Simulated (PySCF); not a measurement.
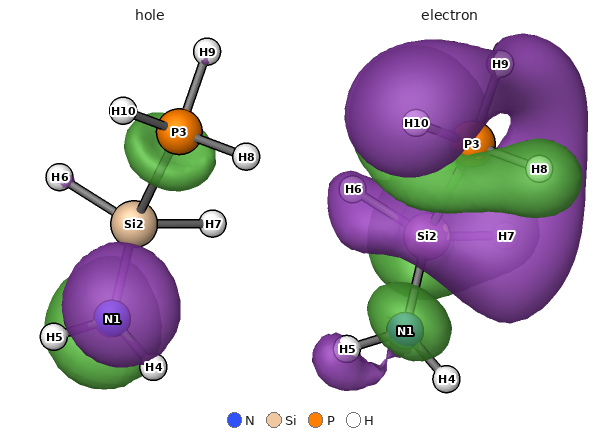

H₇NPSi, charge +1, SMILES `N[SiH2][PH3+]`. Leading natural transition orbital pair of S₂ (TDA singlet states); the surfaces enclose about 70 % of each orbital's density.

Method: PBE0/6-31+G*; geometry: GFN2-xTB; program: PySCF. No frequency check shows the geometry to be a minimum. GFN2-xTB bond lengths at metals and heavier atoms can be off by up to 0.1 Å and shapes distorted, which carries into these values.

Geometry (Å), atoms numbered from 1:

```
N1      -1.7691   -0.7564    0.0001
Si2     -0.7911    0.6196    0.0003
P3       1.5214   -0.1671    0.0012
H4      -2.1487   -1.1816   -0.8327
H5      -2.1486   -1.1828    0.8324
H6      -0.7658    1.3121    1.2780
H7      -0.7603    1.3050   -1.2813
H8       1.9310   -1.0163   -1.0049
H9       2.5292    0.7699   -0.0958
H10      2.0007   -0.8788    1.0811
```

Characterise the state.

Answer. 6.80 eV (182 nm), f = 0.144 (bright), charge transfer, whose energy this functional puts too low; the leading pair carries 98 %; hole on N1 (62 %), Si2 (12 %) and P3 (10 %), electron on P3 (32 %), Si2 (31 %) and H10 (11 %); their centroids lie 1.9 Å apart; S₃ lies within 0.1 eV of it. In canonical orbitals it is mainly HOMO → LUMO+1 (63 %). The HOMO–LUMO gap is 7.31 eV.

Run time: 78 s on 1 thread of Arm Neoverse V2 (shared host), peak memory 0.49 GiB.
